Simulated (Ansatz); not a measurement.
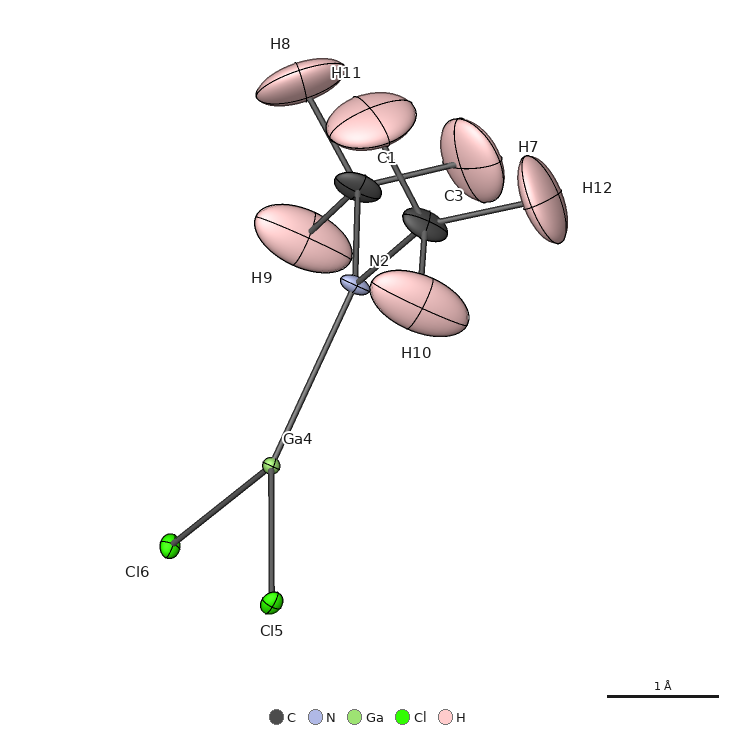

Displacement ellipsoids at the 50 % level, from the internal vibrations of the free molecule (harmonic, no overall translation or rotation; no half-axis is drawn under 0.075 Å). Vibrations computed with RKS PBE0-D4/def2-TZVP (Ansatz 0.2.0). Temperature: 200 K.

### Which atom has the largest mean-square displacement?

H9, H10, with U_eq = 0.0458 Å².

### Does H10 move more along its bond or across it?

Across it: the root-mean-square amplitude is 0.114 Å along the bond and up to 0.316 Å across, since bending and torsion are softer than stretching.

Give the displacement parameters, one line for each set of equivalent atoms.

```
            atom  U_eq (Å²)   rms amplitudes (Å)
          C1, C3     0.0110  0.050, 0.094, 0.147
              N2     0.0043  0.043, 0.047, 0.094
             Ga4     0.0017  0.031, 0.036, 0.052
        Cl5, Cl6     0.0037  0.042, 0.061, 0.076
H7, H8, H11, H12     0.0448  0.102, 0.224, 0.272
         H9, H10     0.0458  0.097, 0.167, 0.316
```
